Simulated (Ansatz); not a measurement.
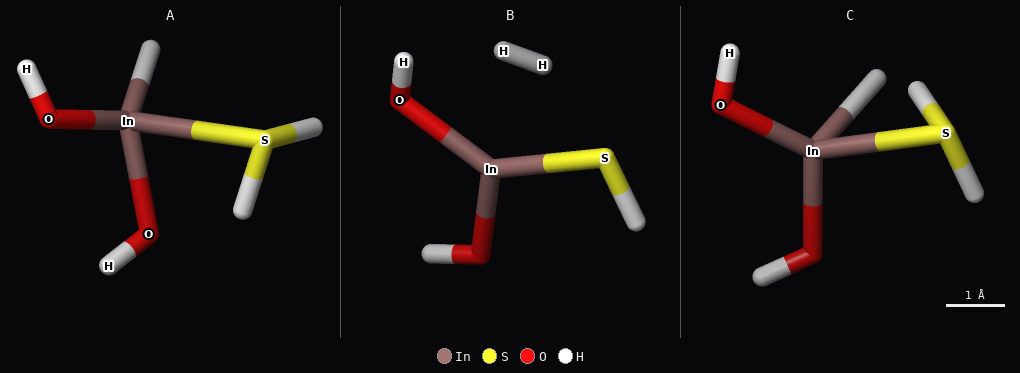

Three geometries of InH5SO2: a saddle point and the two minima that it joins, in shuffled order. The picture is a stick view, seen at a tilt. Sticks join atoms that are closer than about 1.2 times the sum of their covalent radii (a little more with hydrogen).

Stationary points at PBE0-D4/def2-TZVP, single-point energies with CCSD(T)/CBS, PBE-QIDH, PBE0-D4, r2SCAN-D4, CAM-B3LYP-D4, wB97M-V (def2-TZVPP where no basis is named; Ansatz 0.2.0). The energies are electronic, without zero-point or thermal terms, and both ends are the minima reached downhill from the saddle, with any fragments still in contact. CCSD(T)/CBS stands for a frozen-core estimate: MP2 correlation extrapolated from def2-TZVPP and def2-QZVPP, CCSD(T) minus MP2 from the smaller set. Elements past krypton carry the basis set's effective core potentials.

Which frame is the transition state, what reaction does it lead through, and what barrier is to be expected?

Frame C is the saddle point. Counted by bonded pieces, B holds H₂ + InH₃SO₂ and A holds H₂S + InH₃O₂. From B over the saddle to A, bonds form: H–In (2.85 → 1.93 → 1.70 Å), H–S (3.97 → 1.66 → 1.34 Å). Bonds break: In–S (2.36 → 2.62 → 2.84 Å), H–H (0.75 → 1.09 → 3.50 Å). The saddle has one imaginary mode, 1263i cm⁻¹. With CCSD(T)/CBS the barrier is 35.7 kcal/mol from B and 29.3 kcal/mol from A, and A lies 6.4 kcal/mol above B.

```tsv
level	barrier from B (kcal/mol)	barrier from A (kcal/mol)	A less B (kcal/mol)
CCSD(T)/CBS	35.7	29.3	6.4
PBE-QIDH	34.4	28.3	6.1
PBE0-D4	31.2	25.9	5.3
r2SCAN-D4	30.4	24.7	5.7
CAM-B3LYP-D4	35.0	30.6	4.4
wB97M-V	35.7	30.5	5.2
```

Against CCSD(T)/CBS, wB97M-V comes closest on the barrier from B (−0.1 kcal/mol) and r2SCAN-D4 misses most (−5.4 kcal/mol).

Limits of the set-up: the start holds two separate molecules, 2.9 Å apart at their closest, whose relative position is a soft coordinate.
